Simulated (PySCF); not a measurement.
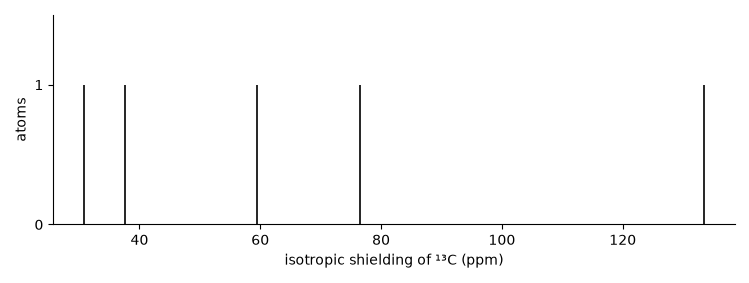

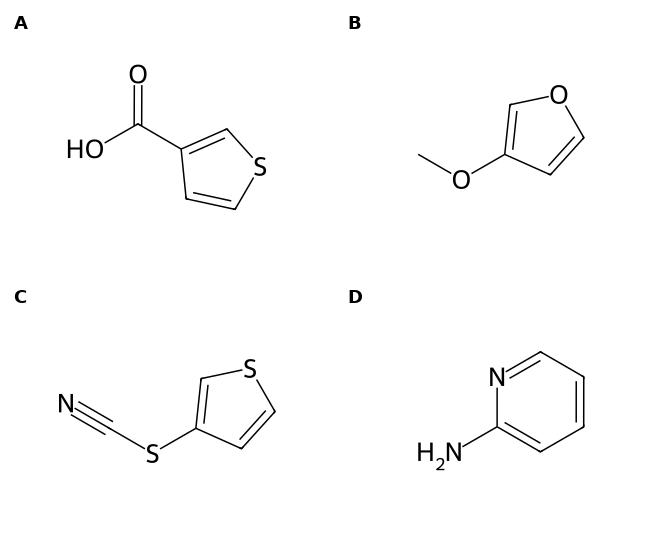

The sticks are computed shieldings of one of the molecules, for one fixed geometry (PBE0-D3(BJ)/def2-SVP) without averaging over rotations. Low shielding means a high chemical shift. Method: GIAO PBE0/pcSseg-0 NMR shielding, non-relativistic, gas phase (PySCF 2.14.0).

Match the spectrum to a structure.

B, `COc1ccoc1`. Its 5 C atoms give lines at 30.8, 37.5, 59.5, 76.5, 133.4 ppm.
